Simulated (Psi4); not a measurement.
**PH2: geometry relaxation (part 3 of 3)**

PH2, multiplicity 2; r2SCAN/cc-pVDZ, UKS (Psi4 1.11). The geometry comes from this level: PBE0-D4/def2-TZVP.

Geometry of the input (Å):
```
P  0.5257  -0.3094  0.2582
H  0.1146  1.0515  0.1767
H  -0.6404  -0.7421  -0.4350
```

## Output, continued
```
    Blocking Scheme        =         OCTREE
    BS radius alpha        =              1
    Pruning alpha          =              1
    Radial Points          =             35
    Spherical Points       =            110
    Total Points           =          11261
    Total Blocks           =            122
    Max Points             =            237
    Max Functions          =             28
    Weights Tolerance      =       1.00E-15

  -Total Gradient:
     Atom            X                  Y                   Z
    ------   -----------------  -----------------  -----------------
       1       -0.000429181108     0.000227974965    -0.000000000000
       2       -0.000447502400     0.000224534580    -0.000000000000
       3       -0.000436594433     0.000245075391     0.000000000000

	total time  =          1 seconds =       0.02 minutes

    			-----------------------------------------

    			 OPTKING 3.0: for geometry optimizations

    			        with contributions from

    			-----------------------------------------

	                            ===> Fragment 1 <==

	 Z (Atomic Numbers)          Masses                          Geom
	      15.000000            30.973762          0.10314711 -0.05478955 -0.00000000
	       1.000000             1.007825         -0.67786677  2.54975055 -0.00000000
	       1.000000             1.007825         -2.49218156 -0.86588820  0.00000000

	 - Coordinate -           - BOHR/RAD -       - ANG/DEG -
	 R(1,2)           =         2.719120           1.438896
	 R(1,3)           =         2.719120           1.438896
	 B(2,1,3)         =         1.582368          90.662982

	        --- Internal Coordinate Step in ANG or DEG, aJ/ANG or AJ/DEG ---
	-------------------------------------------------------------------------------
	           Coordinate      Previous         Force          Change          New
	           ----------      --------        ------          ------        ------
	               R(1,2)       1.43890        0.00004        0.00001       1.43890
	               R(1,3)       1.43890        0.00004        0.00001       1.43890
	             B(2,1,3)      90.66298        0.00000        0.01065      90.67364
	-------------------------------------------------------------------------------

	                                 ==> Convergence Check <==

	Measures of convergence in internal coordinates in au.

	Criteria marked as inactive (o), active & met (*), and active & unmet ( ).

	----------------------------------------------------------------------------------------------
	   Step    Total Energy     Delta E     Max Force     RMS Force      Max Disp      RMS Disp
	----------------------------------------------------------------------------------------------
	  Convergence Criteria              o    1.50e-05 *    1.00e-05 *    6.00e-05 *    4.00e-05 *
	----------------------------------------------------------------------------------------------
	     3    -342.47122638    1.87e-06 o    3.16e-05      1.87e-05      1.86e-04      1.08e-04    ~
	----------------------------------------------------------------------------------------------

Next Geometry in Ang
	Fragment 1 (Ang)

	    P   0.0545304713  -0.0289654323  -0.0000000000
	    H  -0.3586384867   1.3493441026  -0.0000000000
	    H  -1.3188262191  -0.4583104708   0.0000000000

    Structure for next step:
    Molecular point group: c1
    Full point group: C2v

    Geometry (in Angstrom), charge = 0, multiplicity = 2:

    P           -0.000000000000     0.000000000000     0.061800130105
    H           -0.000000000000    -1.023422632430    -0.949660139675
    H            0.000000000000     1.023422632430    -0.949660139265

gradient() will perform analytic gradient computation.

  ==> Geometry <==

    Molecular point group: c1
    Full point group: C2v

    Geometry (in Angstrom), charge = 0, multiplicity = 2:

       Center              X                  Y                   Z               Mass
    ------------   -----------------  -----------------  -----------------  -----------------
         P           -0.000000000000     0.000000000000     0.061800130105    30.973761998420
         H           -0.000000000000    -1.023422632430    -0.949660139675     1.007825032230
         H            0.000000000000     1.023422632430    -0.949660139265     1.007825032230

  Running in c1 symmetry.

  Rotational constants: A =      8.70692  B =      7.98493  C =      4.16516 [cm^-1]
  Rotational constants: A = 261026.75523  B = 239382.29632  C = 124868.21306 [MHz]
  Nuclear repulsion =   11.291452810516038

  Charge       = 0
  Multiplicity = 2
  Electrons    = 17
  Nalpha       = 9
  Nbeta        = 8

   => Molecular Quadrature <=

    Radial Scheme          =       TREUTLER
    Pruning Scheme         =           NONE
    Nuclear Scheme         =       TREUTLER

    Blocking Scheme        =         OCTREE
    BS radius alpha        =              1
    Pruning alpha          =              1
    Radial Points          =             35
    Spherical Points       =            110
    Total Points           =          11261
    Total Blocks           =            119
    Max Points             =            246
    Max Functions          =             28
    Weights Tolerance      =       1.00E-15

  ==> DiskJK: Disk-Based J/K Matrices <==

    J tasked:                  Yes
    K tasked:                   No
    wK tasked:                  No
    Memory [MiB]:             1120
    Schwarz Cutoff:          1E-12

  Cached 100.0% of DFT collocation blocks in 0.023 [GiB].

  Minimum eigenvalue in the overlap matrix is 2.6648284736E-02.
  Reciprocal condition number of the overlap matrix is 7.7298709734E-03.
    Using symmetric orthogonalization.

  ==> Iterations <==

                        Total Energy        Delta E     RMS |[F,P]|

   @UKS iter   0:  -340.60558839242265   -3.40606e+02   1.75239e-02
   @UKS iter   1:  -342.26223480167829   -1.65665e+00   1.63474e-02 DIIS/ADIIS
   @UKS iter   2:  -342.40247256738428   -1.40238e-01   1.04184e-02 DIIS/ADIIS
   @UKS iter   3:  -342.47035779476528   -6.78852e-02   9.40923e-04 DIIS/ADIIS
   @UKS iter   4:  -342.47104938773799   -6.91593e-04   4.72924e-04 DIIS/ADIIS
   @UKS iter   5:  -342.47121285122000   -1.63463e-04   7.94716e-05 DIIS
   @UKS iter   6:  -342.47122568340410   -1.28322e-05   2.42764e-05 DIIS
   @UKS iter   7:  -342.47122637437496   -6.90971e-07   1.47124e-05 DIIS
   @UKS iter   8:  -342.47122655945958   -1.85085e-07   2.79496e-06 DIIS
   @UKS iter   9:  -342.47122656870704   -9.24746e-09   4.89058e-07 DIIS
   @UKS iter  10:  -342.47122656893214   -2.25100e-10   9.80674e-08 DIIS
   @UKS iter  11:  -342.47122656893856   -6.42331e-12   5.19115e-08 DIIS
   @UKS iter  12:  -342.47122656894066   -2.10321e-12   1.30753e-08 DIIS
   @UKS iter  13:  -342.47122656894095   -2.84217e-13   2.90037e-09 DIIS
  Energy and wave function converged.

  ==> Post-Iterations <==

   Electrons on quadrature grid:
      Nalpha   =    8.9999095591 ; deviation = -9.044e-05
      Nbeta    =    7.9999213596 ; deviation = -7.864e-05
      Ntotal   =   16.9998309186 ; deviation = -1.691e-04

   @Spin Contamination Metric:   7.146621446E-03
   @S^2 Expected:                7.500000000E-01
   @S^2 Observed:                7.571466214E-01
   @S   Expected:                5.000000000E-01
   @S   Observed:                5.000000000E-01

    Orbital Energies [Eh]
    ---------------------

    Alpha Occupied:

       1A    -76.782529     2A     -6.484553     3A     -4.634728
       4A     -4.628651     5A     -4.625513     6A     -0.603768
       7A     -0.357165     8A     -0.285312     9A     -0.233195

    Alpha Virtual:

      10A      0.012494    11A      0.039696    12A      0.306291
      13A      0.317157    14A      0.401162    15A      0.403331
      16A      0.404294    17A      0.412041    18A      0.415607
      19A      0.544154    20A      0.588602    21A      0.746218
      22A      0.884680    23A      1.356025    24A      1.377139
      25A      1.476033    26A      1.562889    27A      2.001551
      28A      2.031444

    Beta Occupied:

       1A    -76.777646     2A     -6.480597     3A     -4.625439
       4A     -4.622570     5A     -4.622177     6A     -0.566712
       7A     -0.350751     8A     -0.270359

    Beta Virtual:

       9A     -0.129873    10A      0.016946    11A      0.059179
      12A      0.318782    13A      0.356098    14A      0.407594
      15A      0.428224    16A      0.458143    17A      0.462109
      18A      0.470432    19A      0.552685    20A      0.603465
      21A      0.781645    22A      0.883587    23A      1.343098
      24A      1.372518    25A      1.476895    26A      1.550186
      27A      1.990011    28A      2.020304

    Final Occupation by Irrep:
              A
    DOCC [     8 ]
    SOCC [     1 ]
    NA   [     9 ]
    NB   [     8 ]

  @UKS Final Energy:  -342.47122656894095

   => Energetics <=

    Nuclear Repulsion Energy =             11.2914528105160379
    One-Electron Energy =                -495.3554345339267684
    Two-Electron Energy =                 165.4906142165885967
    DFT Exchange-Correlation Energy =     -23.8978590621187905
    Empirical Dispersion Energy =           0.0000000000000000
    VV10 Nonlocal Energy =                  0.0000000000000000
    Total Energy =                       -342.4712265689409492

  UHF NO Occupations:
  HONO-2 :    7  A 1.9996668
  HONO-1 :    8  A 1.9968818
  HONO-0 :    9  A 1.0000000
  LUNO+0 :   10  A 0.0031182
  LUNO+1 :   11  A 0.0003332
  LUNO+2 :   12  A 0.0001262
  LUNO+3 :   13  A 0.0000006

Computation Completed

Properties will be evaluated at   0.000000,   0.000000,   0.000000 [a0]

Properties computed using the SCF density matrix

 Multipole Moments:

 ------------------------------------------------------------------------------------
     Multipole            Electronic (a.u.)      Nuclear  (a.u.)        Total (a.u.)
 ------------------------------------------------------------------------------------

 L = 1.  Multiply by 2.5417464519 to convert [e a0] to [Debye]
 Dipole X            :          0.0000000            0.0000000            0.0000000
 Dipole Y            :         -0.0000000            0.0000000           -0.0000000
 Dipole Z            :          1.5354118           -1.8374153           -0.3020035
 Magnitude           :                                                    0.3020035

 ------------------------------------------------------------------------------------

	total time  =          2 seconds =       0.03 minutes

         ------------------------------------------------------------
                                   SCF GRAD
         ------------------------------------------------------------

  ==> Geometry <==

    Molecular point group: c1
    Full point group: C2v

    Geometry (in Angstrom), charge = 0, multiplicity = 2:

       Center              X                  Y                   Z               Mass
    ------------   -----------------  -----------------  -----------------  -----------------
         P           -0.000000000000     0.000000000000     0.061800130105    30.973761998420
         H           -0.000000000000    -1.023422632430    -0.949660139675     1.007825032230
         H            0.000000000000     1.023422632430    -0.949660139265     1.007825032230

  Nuclear repulsion =   11.291452810516038

   => Molecular Quadrature <=

    Radial Scheme          =       TREUTLER
    Pruning Scheme         =           NONE
    Nuclear Scheme         =       TREUTLER

    Blocking Scheme        =         OCTREE
    BS radius alpha        =              1
    Pruning alpha          =              1
    Radial Points          =             35
    Spherical Points       =            110
    Total Points           =          11261
    Total Blocks           =            119
    Max Points             =            246
    Max Functions          =             28
    Weights Tolerance      =       1.00E-15

  -Total Gradient:
     Atom            X                  Y                   Z
    ------   -----------------  -----------------  -----------------
       1       -0.000000002861    -0.000000000193    -0.000495646814
       2        0.000000001575     0.000000027146    -0.000495458798
       3        0.000000001610    -0.000000027116    -0.000495459003

	total time  =          1 seconds =       0.02 minutes

    			-----------------------------------------

    			 OPTKING 3.0: for geometry optimizations

    			        with contributions from

    			-----------------------------------------

	                            ===> Fragment 1 <==

	 Z (Atomic Numbers)          Masses                          Geom
	      15.000000            30.973762         -0.00000000  0.00000000  0.11678532
	       1.000000             1.007825         -0.00000000 -1.93398849 -1.79459758
	       1.000000             1.007825          0.00000000  1.93398849 -1.79459758

	 - Coordinate -           - BOHR/RAD -       - ANG/DEG -
	 R(1,2)           =         2.719135           1.438904
	 R(1,3)           =         2.719135           1.438904
	 B(2,1,3)         =         1.582553          90.673636

	        --- Internal Coordinate Step in ANG or DEG, aJ/ANG or AJ/DEG ---
	-------------------------------------------------------------------------------
	           Coordinate      Previous         Force          Change          New
	           ----------      --------        ------          ------        ------
	               R(1,2)       1.43890        0.00000        0.00000       1.43890
	               R(1,3)       1.43890        0.00000        0.00000       1.43890
	             B(2,1,3)      90.67364       -0.00000       -0.00003      90.67361
	-------------------------------------------------------------------------------

	                                 ==> Convergence Check <==

	Measures of convergence in internal coordinates in au.

	Criteria marked as inactive (o), active & met (*), and active & unmet ( ).

	----------------------------------------------------------------------------------------------
	   Step    Total Energy     Delta E     Max Force     RMS Force      Max Disp      RMS Disp
	----------------------------------------------------------------------------------------------
	  Convergence Criteria              o    1.50e-05 *    1.00e-05 *    6.00e-05 *    4.00e-05 *
	----------------------------------------------------------------------------------------------
	     4    -342.47122657   -1.87e-07 o    6.93e-08 *    6.54e-08 *    4.42e-07 *    3.61e-07 *  ~
	----------------------------------------------------------------------------------------------

Next Geometry in Ang
	Fragment 1 (Ang)

	    P  -0.0000000000   0.0000000002   0.0618003585
	    H  -0.0000000000  -1.0234225271  -0.9496602540
	    H   0.0000000000   1.0234225269  -0.9496602534

    Final optimized geometry and variables:
    Molecular point group: c1
    Full point group: C2v

    Geometry (in Angstrom), charge = 0, multiplicity = 2:

    P           -0.000000000000     0.000000000000     0.061800130105
    H           -0.000000000000    -1.023422632430    -0.949660139675
    H            0.000000000000     1.023422632430    -0.949660139265

[set-up sections that repeat, and orbital energies of the middle runs, are left out above]
```

## Standard output
```
Some dependencies such as QCElemental have not yet finished migration to pydantic v2. If issues are encountered please downgrade pydantic or upgrade QCElemental as appropriate
	Energy has increased in a minimization.
	Energy ratio indicates iffy step.
	Intrafrag trust radius decreased to   0.25.
	Denominators (dg)(dq) or (dq)(dq) are very small.
	Skipping Hessian update for step 3.
Optimizer: Optimization complete!
total energy -342.47122657 hartree = -9319.11674 eV
3
0 2 H2P
P                     0.000000000000     0.000000000000     0.061800130105
H                     0.000000000000    -1.023422632430    -0.949660139675
H                     0.000000000000     1.023422632430    -0.949660139265

CURRENT ENERGY                                   -342.4712265689
CURRENT REFERENCE ENERGY                         -342.4712265689
DD SOLVATION ENERGY                                 0.0000000000
DFT FUNCTIONAL TOTAL ENERGY                      -342.4712265689
DFT TOTAL ENERGY                                 -342.4712265689
DFT VV10 ENERGY                                     0.0000000000
DFT XC ENERGY                                     -23.8978590621
GRID ELECTRONS ALPHA                                8.9999095591
GRID ELECTRONS BETA                                 7.9999213596
GRID ELECTRONS TOTAL                               16.9998309186
NUCLEAR REPULSION ENERGY                           11.2914528105
ONE-ELECTRON ENERGY                              -495.3554345339
OPTIMIZATION ITERATIONS                             4.0000000000
PCM POLARIZATION ENERGY                             0.0000000000
PE ENERGY                                           0.0000000000
SCF ITERATION ENERGY                             -342.4712265689
SCF ITERATIONS                                     13.0000000000
SCF TOTAL ENERGY                                 -342.4712265689
TWO-ELECTRON ENERGY                               165.4906142166
XC GRID RADIAL POINTS                              35.0000000000
XC GRID SPHERICAL POINTS                          110.0000000000
XC GRID TOTAL POINTS                            11261.0000000000
```

## Trajectory as extended XYZ (Å, eV, eV/Å), 4 frames, from step=0 to step=3
```
3
Properties=species:S:1:pos:R:3:forces:R:3 step=0 energy=-9319.11258
P     0.5257   -0.3094    0.2582    0.3996  -0.2351   0.1963
H     0.1146    1.0515    0.1767   -0.0999   0.2698  -0.0264
H    -0.6404   -0.7421   -0.4350   -0.2424  -0.0684  -0.1417
3
Properties=species:S:1:pos:R:3:forces:R:3 step=1 energy=-9319.11687
P     0.5265   -0.3099    0.2586    0.0236  -0.0139   0.0116
H     0.1038    1.0630    0.1720    0.0155  -0.0178   0.0067
H    -0.6547   -0.7389   -0.4425    0.0214  -0.0039   0.0114
3
Properties=species:S:1:pos:R:3:forces:R:3 step=2 energy=-9319.11682
P     0.5266   -0.3099    0.2586    0.0198  -0.0117   0.0097
H     0.1025    1.0623    0.1712    0.0207  -0.0115   0.0102
H    -0.6550   -0.7372   -0.4425    0.0202  -0.0126   0.0098
3
Properties=species:S:1:pos:R:3:forces:R:3 step=3 energy=-9319.11682
P     0.4477   -0.2868    0.2884   -0.0123  -0.0024   0.0222
H     0.9826   -1.2109   -0.6762   -0.0123  -0.0024   0.0222
H     0.8895    0.8269   -0.5084   -0.0123  -0.0024   0.0222
```

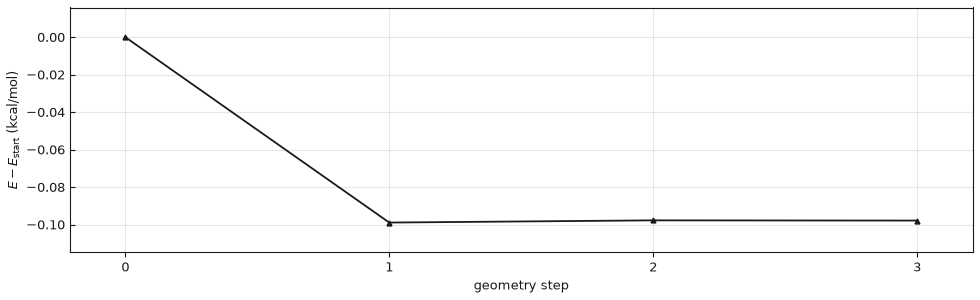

*Progress of the relaxation, step by step (steps are counted from 0).*

The energy falls by 0.10 kcal/mol in 3 geometry steps. The largest force component goes from 0.4 to 0.022 eV/Å. The largest move after the best rigid fit is that of P1, 0.012 Å. By element the largest moves are P 0.012 Å, H 0.007 Å. Among the contacts that change: P1–H2 1.424 → 1.439 Å. (Atoms are counted from 1 in the order of the input.)

## Key numbers

| quantity | value |
| --- | --- |
| outcome | converged |
| total energy | −342.471227 hartree |
| basis functions | 28 |
| ⟨S²⟩ | 0.757 |
| dipole moment | 0.77 D |
| wall time | 14 s |
| peak memory | 0.36 GiB |
